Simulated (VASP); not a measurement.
Band structure of Li₂O (antifluorite). These are PBE GGA with D3 dispersion (zero damping), VASP's PBE PAW potentials (set 64) (plane waves; VASP 6.6.1) values and carry that method's errors.

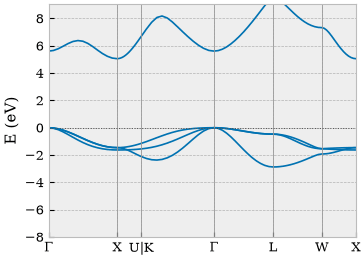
Fig. 1. Bands along high-symmetry lines, zero at the valence-band maximum or, without a gap, the Fermi level

Question: Read the plot: is there a gap, and where are the band edges?

Answer: The gap is indirect, 5.06 eV, from the valence maximum at Γ to the conduction minimum at X. (Edges off the drawn lines would not show.)

Measured: gap 8.00 eV (computed value off by -2.94 eV), as given by Das et al., (2018), arXiv:1807.05623.

The compound is Li2O in the antifluorite structure. It was relaxed first.
